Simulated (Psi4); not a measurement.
**One shape, several levels: doublet [S2F2]+**

Aim: a comparison of 3 runs (UPBE/def2-SVPD, USVWN5/def2-SVPD, UCCSD/def2-SVPD) of doublet [S2F2]+. 

The results are computed with Psi4 1.11.

3 further runs of the same task are left out: 3 set aside as unsound or not needed.

### Step 1. The structure to begin with

[S2F2]+ has 4 atoms, charge +1, and is taken as a doublet. As SMILES of the parent species, `FS(F)=S`. The coordinates come from a PBE0-D4/def2-TZVP relaxation. That shape belongs to the parent species and isn't relaxed for this state.

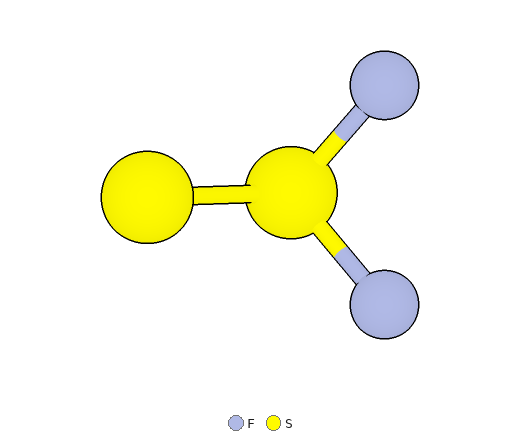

The structure, seen from a chosen angle (fluorine light blue, sulfur yellow).

### Step 2. A single-point energy at UPBE/def2-SVPD (run 1)

Input file calc.inp:

```
memory 2.2 GB

molecule {
  1 2
  F
  S 1 1.605866
  F 2 1.605882 1 92.01851
  S 2 1.858539 1 107.91931 3 -109.56975
  symmetry c1
  no_reorient
  no_com
}

set {
  basis def2-SVPD
  reference uks
  puream true
  e_convergence 1e-09
  d_convergence 1e-08
  scf_type pk
  dft_radial_points 99
  dft_spherical_points 590
  maxiter 100
}

energy_value, wavefunction = energy("pbe", return_wfn=True)
oeprop(wavefunction, "LOWDIN_CHARGES", "QUADRUPOLE", "DIPOLE", title="PBE")
print_variables()
```

Launch:

```console
$ psi4 -n 1 calc.inp calc.out
```

calc.out:

```text
[...]
  Running in c1 symmetry.
[...]
  Nuclear repulsion =  240.671039639156504
[...]
  Multiplicity = 2
[...]
  Nalpha       = 25
  Nbeta        = 24
[...]
    Number of basis functions: 100
[...]
   @UKS iter   1:  -994.66126890561725    6.46032e-01   4.53317e-03 ADIIS/DIIS
[...]
   @UKS iter  14:  -994.74252901376985   -1.13687e-12   2.41985e-09 DIIS
[...]
   @S^2 Observed:                7.541106436E-01
[...]
    Orbital Energies [Eh]
    ---------------------
    Alpha Occupied:
       1A    -88.533650     2A    -88.389986     3A    -24.577287
       4A    -24.577254     5A     -8.153658     6A     -8.031983
       7A     -6.181528     8A     -6.180871     9A     -6.173547
      10A     -6.062724    11A     -6.057020    12A     -6.048720
      13A     -1.423856    14A     -1.364474    15A     -1.091544
      16A     -0.897360    17A     -0.781757    18A     -0.752871
      19A     -0.729207    20A     -0.669836    21A     -0.653254
      22A     -0.631299    23A     -0.595373    24A     -0.563367
      25A     -0.559089
    Alpha Virtual:
[...]
  @UKS Final Energy:  -994.74252901376985
   => Energetics <=
    Nuclear Repulsion Energy =            240.6710396391565041
    One-Electron Energy =               -1841.5317759093968562
    Two-Electron Energy =                 677.5025117552588654
    DFT Exchange-Correlation Energy =     -71.3843044987884809
    Empirical Dispersion Energy =           0.0000000000000000
    VV10 Nonlocal Energy =                  0.0000000000000000
    Total Energy =                       -994.7425290137698539
[...]
 Multipole Moments:
 ------------------------------------------------------------------------------------
     Multipole            Electronic (a.u.)      Nuclear  (a.u.)        Total (a.u.)
 ------------------------------------------------------------------------------------
 L = 1.  Multiply by 2.5417464519 to convert [e a0] to [Debye]
 Dipole X            :          0.5510091           -1.0023556           -0.4513465
 Dipole Y            :         -0.5865612            1.3217785            0.7352173
 Dipole Z            :         -0.5662791            1.2760114            0.7097323
 Magnitude           :                                                    1.1171294
 L = 2.  Multiply by 1.3450342976 to convert [e a0^2] to [Debye ang]
 Quadrupole XX       :       -126.5074749          107.8892000          -18.6182750
 Quadrupole XY       :         64.2812202          -65.8751303           -1.5939101
[...]
```

Run time: 14 s. Hardware: 1 thread of INTEL XEON PLATINUM 8581C at 2.30GHz (Emerald Rapids), shared host; peak memory 0.97 GiB.

### Step 3. A single-point energy at USVWN5/def2-SVPD (run 2)

Input file job.dat:

```
memory 2200 mb

molecule {
  1 2
  F      0.734930     0.336790     1.199050
  S     -0.480890    -0.090070     0.240730
  F      0.313460    -1.382440    -0.286190
  S     -0.567510     1.135710    -1.153590
  units angstrom
  symmetry c1
  no_reorient
  no_com
}

set globals {
  basis def2-SVPD
  reference uks
  puream true
  e_convergence 1e-09
  d_convergence 1e-08
  scf_type pk
  dft_radial_points 99
  dft_spherical_points 590
  maxiter 100
}

result, w = energy("scf", dft_functional={"name": "SVWN5", "x_functionals": {"LDA_X": {}}, "c_functionals": {"LDA_C_VWN": {}}}, return_wfn=True)
oeprop(w, "QUADRUPOLE", "LOWDIN_CHARGES", "DIPOLE")
print_variables()
```

Launch:

```console
$ psi4 -i job.dat -o job.out -n 1
```

job.out:

```text
[...]
  Running in c1 symmetry.
[...]
  Nuclear repulsion =  240.671041710624763
[...]
  Multiplicity = 2
[...]
  Nalpha       = 25
  Nbeta        = 24
[...]
    Number of basis functions: 100
[...]
   @UKS iter   1:  -991.21166221497276    6.67634e-01   4.26405e-03 ADIIS/DIIS
[...]
   @UKS iter  13:  -991.28523511243259   -4.88853e-12   7.31435e-09 DIIS
[...]
   @S^2 Observed:                7.522196020E-01
[...]
    Orbital Energies [Eh]
    ---------------------
    Alpha Occupied:
       1A    -88.194203     2A    -88.051371     3A    -24.410369
       4A    -24.410316     5A     -8.119432     6A     -7.999540
       7A     -6.181381     8A     -6.180826     9A     -6.173569
      10A     -6.063696    11A     -6.058523    12A     -6.050501
      13A     -1.420779    14A     -1.357964    15A     -1.093703
      16A     -0.900905    17A     -0.789721    18A     -0.759878
      19A     -0.736596    20A     -0.678159    21A     -0.661526
      22A     -0.639536    23A     -0.600317    24A     -0.565134
      25A     -0.564960
    Alpha Virtual:
[...]
  @UKS Final Energy:  -991.28523511243259
   => Energetics <=
    Nuclear Repulsion Energy =            240.6710417106247633
    One-Electron Energy =               -1841.1886775847606259
    Two-Electron Energy =                 677.0982525581928257
    DFT Exchange-Correlation Energy =     -67.8658517964894799
    Empirical Dispersion Energy =           0.0000000000000000
    VV10 Nonlocal Energy =                  0.0000000000000000
    Total Energy =                       -991.2852351124325878
[...]
 Multipole Moments:
 ------------------------------------------------------------------------------------
     Multipole            Electronic (a.u.)      Nuclear  (a.u.)        Total (a.u.)
 ------------------------------------------------------------------------------------
 L = 1.  Multiply by 2.5417464519 to convert [e a0] to [Debye]
 Dipole X            :         12.8573363          -13.8684922           -1.0111558
 Dipole Y            :        -12.9289821           13.8316425            0.9026604
 Dipole Z            :         11.3174947          -12.0753877           -0.7578930
 Magnitude           :                                                    1.5529436
 L = 2.  Multiply by 1.3450342976 to convert [e a0^2] to [Debye ang]
 Quadrupole XX       :        -74.0907147           52.1324690          -21.9582457
 Quadrupole XY       :         39.3395837          -40.3237906           -0.9842069
[...]
```

Run time: 10 s. Hardware: 1 thread of INTEL XEON PLATINUM 8581C at 2.30GHz (Emerald Rapids), shared host; peak memory 0.55 GiB.

### Step 4. A single-point energy at UCCSD/def2-SVPD (run 3)

Input file input.dat:

```
memory 2.2 GB

molecule m {
  1 2
  F      0.734930     0.336790     1.199050
  S     -0.480890    -0.090070     0.240730
  F      0.313460    -1.382440    -0.286190
  S     -0.567510     1.135710    -1.153590
  symmetry c1
  no_reorient
  no_com
}

set {
  basis def2-SVPD
  reference uhf
  puream true
  e_convergence 1e-09
  d_convergence 1e-08
  scf_type pk
  num_frozen_docc 12
  maxiter 100
}

energy('ccsd')
```

Launch:

```console
$ psi4 -i input.dat -o output.dat -n 1
```

output.dat:

```text
[...]
  Running in c1 symmetry.
[...]
  Nuclear repulsion =  240.671041710624763
[...]
  Multiplicity = 2
[...]
  Nalpha       = 25
  Nbeta        = 24
[...]
    Number of basis functions: 100
[...]
   @UHF iter   1:  -992.89483852522915    4.98722e-01   5.72929e-03 DIIS/ADIIS
[...]
   @UHF iter  20:  -993.10538865098420   -7.95808e-12   5.60812e-09 DIIS
[...]
   @S^2 Observed:                7.710229326E-01
[...]
    Orbital Energies [Eh]
    ---------------------
    Alpha Occupied:
       1A    -92.469451     2A    -92.292137     3A    -26.612124
       4A    -26.612120     5A     -9.478313     6A     -9.327544
       7A     -7.165318     8A     -7.163667     9A     -7.161061
      10A     -7.026635    11A     -7.010695    12A     -7.006752
      13A     -1.921129    14A     -1.861583    15A     -1.447974
      16A     -1.196960    17A     -1.038326    18A     -1.024171
      19A     -1.005331    20A     -0.955703    21A     -0.927799
      22A     -0.918314    23A     -0.810685    24A     -0.745938
      25A     -0.727908
    Alpha Virtual:
[...]
  @UHF Final Energy:  -993.10538865098420
   => Energetics <=
    Nuclear Repulsion Energy =            240.6710417106247633
    One-Electron Energy =               -1840.7897177401132467
    Two-Electron Energy =                 607.0132873785044012
    Total Energy =                       -993.1053886509841959
  UHF NO Occupations:
  HONO-2 :   23  A 1.9956641
  HONO-1 :   24  A 1.9950032
[...]
 Multipole Moments:
 ------------------------------------------------------------------------------------
     Multipole            Electronic (a.u.)      Nuclear  (a.u.)        Total (a.u.)
 ------------------------------------------------------------------------------------
 L = 1.  Multiply by 2.5417464519 to convert [e a0] to [Debye]
 Dipole X            :         12.6868140          -13.8684922           -1.1816781
 Dipole Y            :        -12.8318039           13.8316425            0.9998386
 Dipole Z            :         11.2533987          -12.0753877           -0.8219890
 Magnitude           :                                                    1.7526284
[...]
      * MP2 total energy                      = -993.752935873736305
[...]
      * CCSD total energy                     = -993.778633387159289
[...]
```

It took 84 s on 1 thread of INTEL XEON PLATINUM 8581C at 2.30GHz (Emerald Rapids), shared host; peak memory 0.79 GiB.

### Step 5. All runs side by side

| run | level | frozen core orbitals | integration grid | energy (Eh) | HOMO energy (eV) | LUMO energy (eV) | ⟨S²⟩ | wall time |
| --- | --- | --- | --- | --- | --- | --- | --- | --- |
| 1 | UPBE/def2-SVPD | 0 | 99 radial × 590 angular | -994.742529 | -14.93 | -14.02 | 0.754 | 14 s |
| 2 | USVWN5/def2-SVPD | 0 | 99 radial × 590 angular | -991.285235 | -15.07 | -14.42 | 0.752 | 10 s |
| 3 | UCCSD/def2-SVPD | 12 | – | -993.778633 | -19.11 | -8.46 | 0.771 | 84 s |

### Step 6. Summary of results

| quantity | value |
| --- | --- |
| run 3: total energy | -993.77863 Eh |
| run 3: HOMO energy (Hartree–Fock orbitals) (highest over α and β) | -19.11 eV |
| run 3: LUMO energy (Hartree–Fock orbitals) (lowest over α and β) | -8.46 eV |
| run 3: correlation energy (12 core orbitals frozen) | -673.2 mEh |
| run 3: ⟨S²⟩ of the reference determinant | 0.771 |
| run 3: T1 diagnostic | 0.033 |

In words: Totals of different functionals can't be ranked against each other. All runs together took 1.8 min, the longest 84 s.
